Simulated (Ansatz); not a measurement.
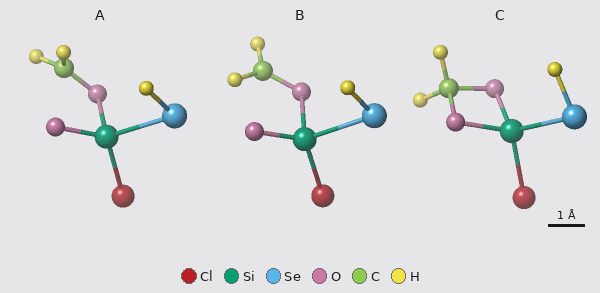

3 geometries from a converged minimum-energy path of CH₃ClO₂SeSi, shuffled. Style: ball-and-stick. Shown at a tilt.

Computed with RKS PBE/def2-SVP in Ansatz. Run with 5 movable images; climbing image; force threshold 0.05 eV/Å; iteration limit 60; starting path through a guess of the saddle point.

### Which frame is the top of the path?

A. In order along the path, whose images run from 0 to 6: C (image 0, 0.0 kcal/mol), A (image 3, +38.5 kcal/mol), B (image 6, +30.1 kcal/mol). Breaking: C–O (1.44 → 2.82 Å).

Cost: 3.8 min on 2 threads of Arm Neoverse V1 (shared host), peak memory 0.18 GiB.
